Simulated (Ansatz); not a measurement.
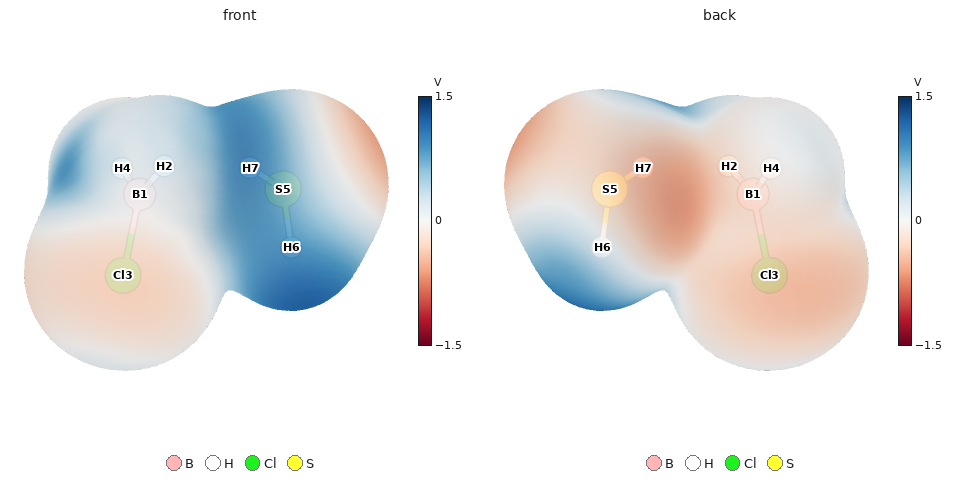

Figure. BClH2···H2S. The molecular electrostatic potential painted on the density surface at 0.001 e/bohr³, seen from the front and from behind; red is negative and blue positive.

Not at a stationary point (largest force 0.8 eV/Å).

The calculation used RKS PBE0-D4/def2-SVP in Ansatz 0.2.0.

The calculation's input:

```
crystal:
  periodic: [false, false, false]
  atoms:
    - { symbol: B, position_ang: [0.0, 0.0, 0.0] }
    - { symbol: H, position_ang: [0.0, 0.0, 1.54] }
    - { symbol: Cl, position_ang: [1.6108, 0.0, -0.93] }
    - { symbol: H, position_ang: [-1.0305, 0.0, -0.595] }
    - { symbol: S, position_ang: [0.4671, 2.0251, 0.6906] }
    - { symbol: H, position_ang: [1.5159, 1.9729, 1.6165] }
    - { symbol: H, position_ang: [0.1967, 0.8527, 1.6662] }
basis:
  gaussian: { orbitals: def2-SVP }
hamiltonian:
  xc: pbe0
  dispersion: d4
relax:
  f_tol: 0.15
  max_steps: 25
  restrain:
    - { distance: [0, 4], at: 3.09, k: 30.0 }
    - { distance: [6, 1], at: 1.86, k: 30.0 }
    - { distance: [0, 1], at: 1.19, k: 30.0 }
    - { distance: [6, 4], at: 1.4, k: 30.0 }
output:
  orbitals: {}
```

Launched as:

```sh
ansatz run input.yaml --threads 1 --pin off --max-ram 2048MiB --backend cpu --events-out ev --progress --plain --runs-dir out
```

The fields are those of the run's last geometry, not of the input's.

> Which sites attract a positive test charge, and which a negative one?

A positive charge is drawn to the negative regions and a negative charge to the positive ones. The most negative region (about −0.7 V) lies over S5, the most positive (about +1.2 V) over H6.
